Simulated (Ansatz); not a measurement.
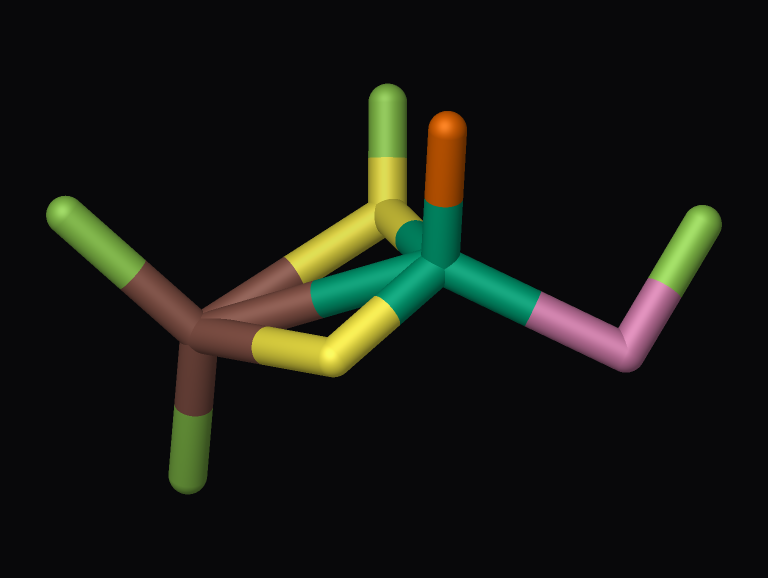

Stick drawing of a structure. Every bond is drawn as one stick, whatever its order. Colours: oxygen yellow, carbon teal, fluorine orange, sulfur pink, aluminium brown, hydrogen green.

The geometry was computed by an optimisation with PBE0-D4/def2-TZVP.

What does the picture show?

Formula CH₄AlFO₂S. The point group is C1. Coordination, clear cases only: 1 O trigonal pyramidal; 1 S bent.

The parts below concern this one geometry. Atoms keep their numbers from picture to picture.

### Thermal motion

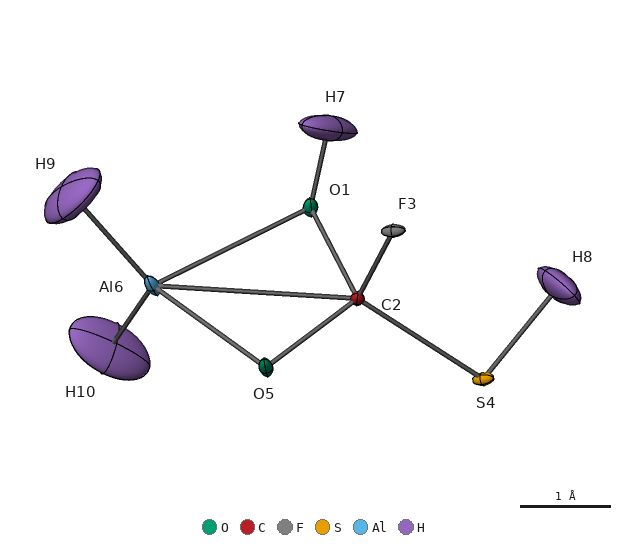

Displacement ellipsoids at the 50 % level, from the internal vibrations of the free molecule (harmonic, no overall translation or rotation; no half-axis is drawn under 0.075 Å). Vibrations computed with RKS PBE0-D4/def2-TZVP (Ansatz 0.2.0). Temperature: 298 K.

List U_eq and the three principal root-mean-square amplitudes for each kind of atom.

```tsv
atom	U_eq (Å²)	rms amplitudes (Å)
O1	0.0045	0.045, 0.052, 0.094
C2	0.0028	0.036, 0.049, 0.070
F3	0.0038	0.035, 0.046, 0.090
S4	0.0029	0.026, 0.029, 0.084
O5	0.0058	0.039, 0.044, 0.118
Al6	0.0048	0.029, 0.043, 0.109
H7	0.0375	0.090, 0.137, 0.292
H8	0.0592	0.091, 0.156, 0.381
H9	0.0533	0.110, 0.223, 0.312
H10	0.0572	0.104, 0.213, 0.340
```

### Dipole moment

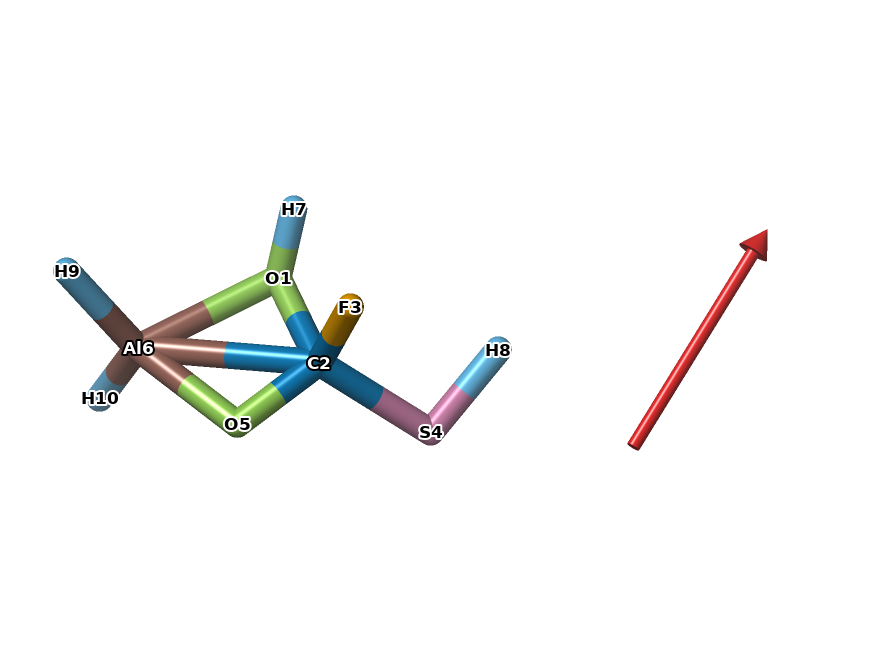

The arrow beside the molecule shows the direction of the dipole moment, from the negative to the positive end (its length means nothing). Level of theory: RKS PBE0-D4/def2-TZVP (Ansatz 0.2.0).

Question: How large is the dipole moment?

Answer: 3.09 D; it points from the side of H10 to the side of H7, H8 (the outermost atoms at the two ends).

### Charges

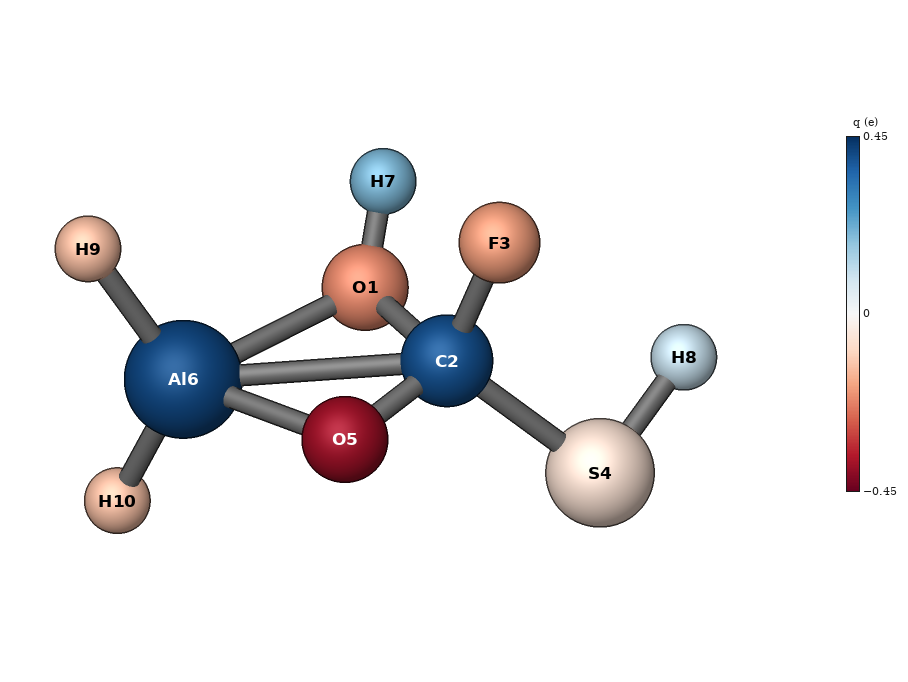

Atoms are coloured by their Mulliken charges. Properties computed with RKS ωB97M-V/def2-TZVPP (Ansatz 0.2.0).

List the Mulliken charges.

| atom | value (e) |
| --- | --- |
| O1 | −0.21 |
| C2 | 0.40 |
| F3 | −0.19 |
| S4 | −0.07 |
| O5 | −0.38 |
| Al6 | 0.41 |
| H7 | 0.20 |
| H8 | 0.10 |
| H9 | −0.13 |
| H10 | −0.13 |

Mulliken values depend strongly on the basis set and can even reverse the polarity of a bond.
